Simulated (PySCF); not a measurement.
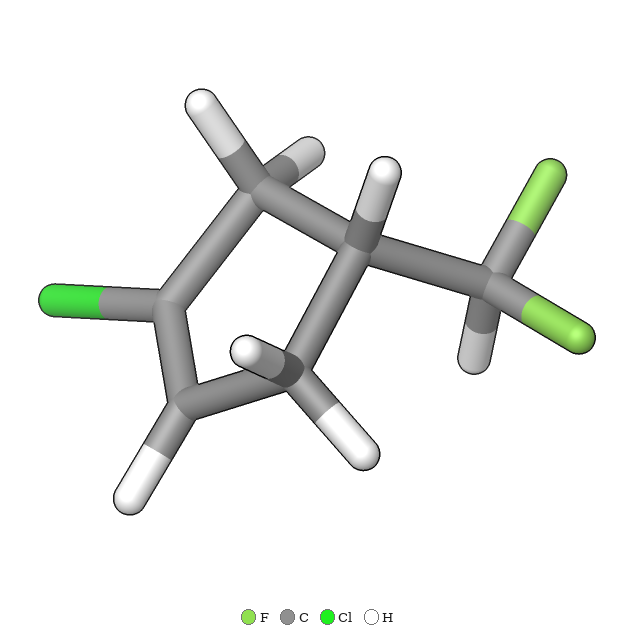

The geometry was computed by an optimisation with GFN2-xTB. No frequency run is at hand to confirm it as a minimum.

What does the picture show?

Formula C6H7ClF2. As SMILES it reads `FC(F)[C@@H]1CC=C(Cl)C1`. Independent rings (smallest set): 1 of 5 members. Among its groups: alkene, C–F bond, C–Cl bond. The point group is C1. Coordination: 4 C tetrahedral; 2 C trigonal planar.

The parts below concern this one geometry. Atoms keep their numbers from picture to picture.

### Shape

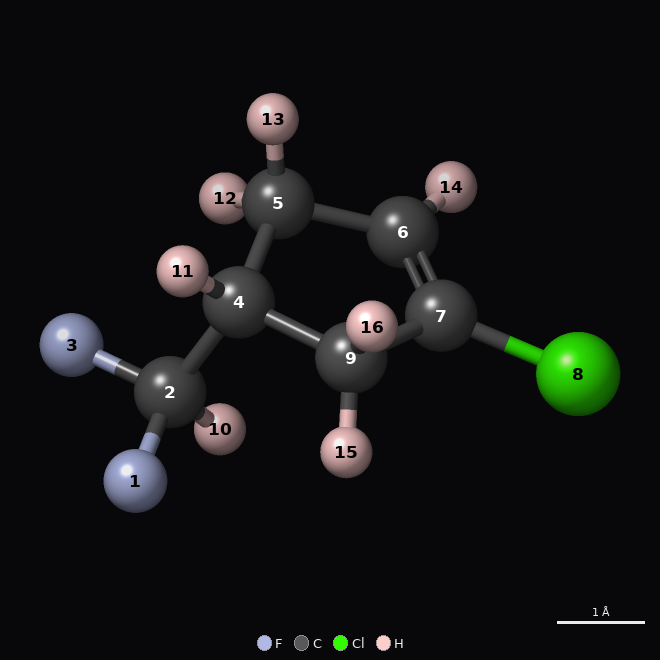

No frequency run is at hand to confirm it as a minimum.

Which atoms are bonded, and how long are the bonds?

```json
{"bond": "F1–C2", "length (Å)": "1.356", "order": "single"}
{"bond": "C2–F3", "length (Å)": "1.356", "order": "single"}
{"bond": "C2–C4", "length (Å)": "1.525", "order": "single"}
{"bond": "C2–H10", "length (Å)": "1.101", "order": "single"}
{"bond": "C4–C5", "length (Å)": "1.543", "order": "single"}
{"bond": "C4–C9", "length (Å)": "1.539", "order": "single"}
{"bond": "C4–H11", "length (Å)": "1.091", "order": "single"}
{"bond": "C5–C6", "length (Å)": "1.500", "order": "single"}
{"bond": "C5–H12", "length (Å)": "1.091", "order": "single"}
{"bond": "C5–H13", "length (Å)": "1.092", "order": "single"}
{"bond": "C6–C7", "length (Å)": "1.324", "order": "double"}
{"bond": "C6–H14", "length (Å)": "1.074", "order": "single"}
{"bond": "C7–Cl8", "length (Å)": "1.714", "order": "single"}
{"bond": "C7–C9", "length (Å)": "1.502", "order": "single"}
{"bond": "C9–H15", "length (Å)": "1.090", "order": "single"}
{"bond": "C9–H16", "length (Å)": "1.092", "order": "single"}
```

### NMR shielding

The questions are on isotropic NMR shieldings of the H atoms. No frequency run is at hand to confirm it as a minimum. Properties computed with GIAO PBE0/pcSseg-1 NMR shielding, non-relativistic, gas phase (PySCF 2.14.0).

> Which H atom is the most shielded (lowest chemical shift)?

H15 (29.28 ppm).

> Which H atom is the least shielded (highest chemical shift)?

H10 (26.01 ppm).

> How wide is the range of H shifts?

3.27 ppm.

Give the isotropic NMR shieldings of the H atoms atom by atom.

| atom | σ (ppm) |
| --- | --- |
| H10 | 26.01 |
| H11 | 29.16 |
| H12 | 29.16 |
| H13 | 28.85 |
| H14 | 26.03 |
| H15 | 29.28 |
| H16 | 28.76 |

### Dipole moment

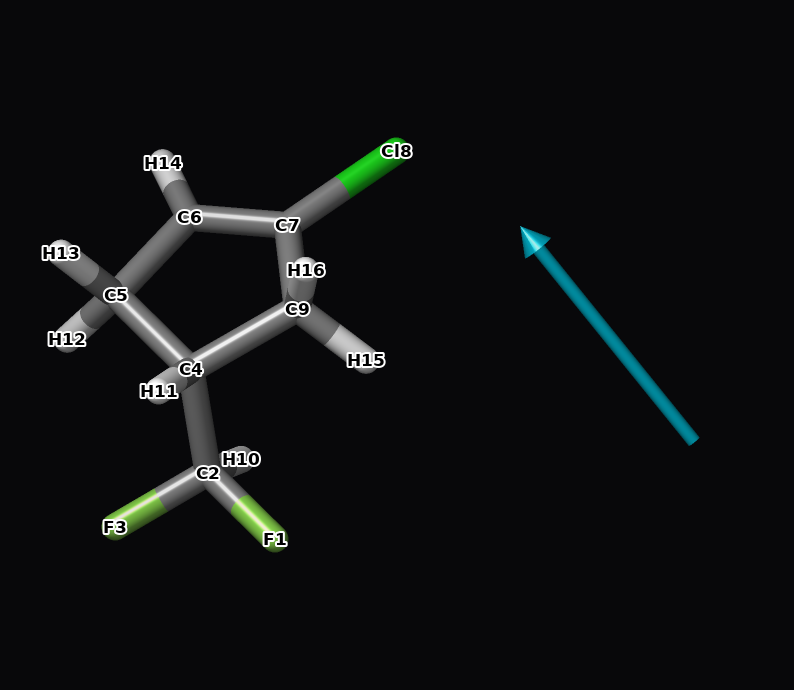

The arrow beside the molecule shows the direction of the dipole moment, from the negative to the positive end (its length means nothing). No frequency run is at hand to confirm it as a minimum. Properties computed with PBE0/pcSseg-1, gas phase (PySCF 2.14.0).

> How large is the dipole moment?

1.59 D; it points from the side of F1 to the side of H13, H14 (the outermost atoms at the two ends).

### Polarisability

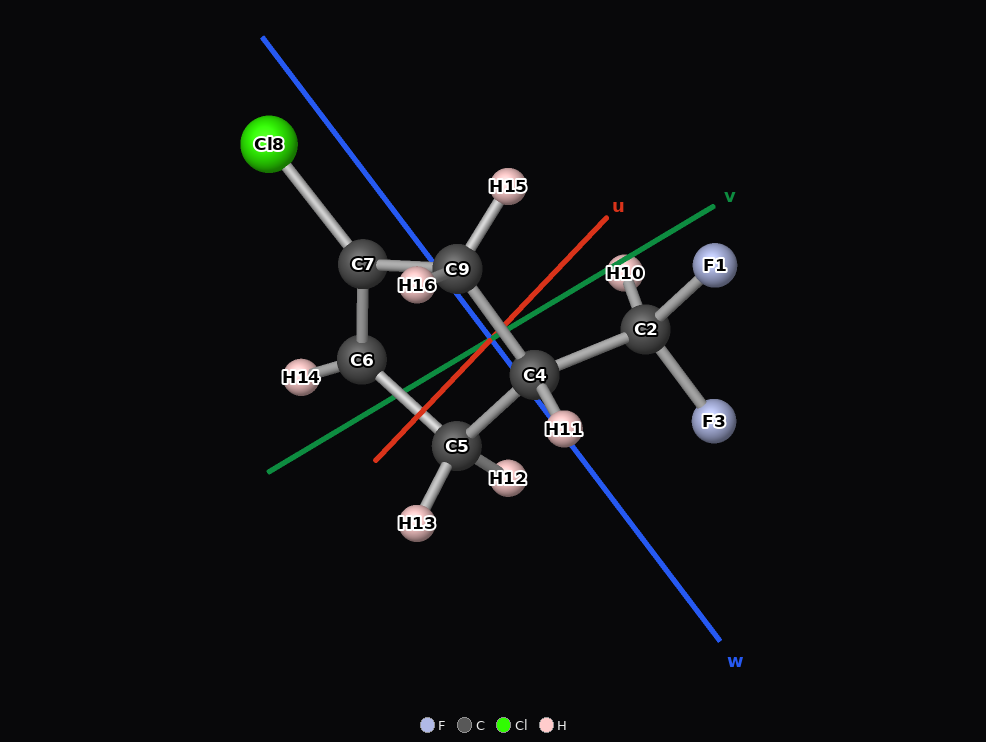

The lines u, v and w are the principal axes of the static dipole polarisability. No frequency run is at hand to confirm it as a minimum. Method: PBE0/def2-SVPD (PySCF 2.14.0).

> Along which axis is the molecule most polarisable, and along which least?

Most along w (nearly parallel to the C4–C9 bond), least along u.

> Give the three principal values.

u 65.9, v 81.4, w 100.7 bohr³; mean 82.7, anisotropy 30.2 bohr³.
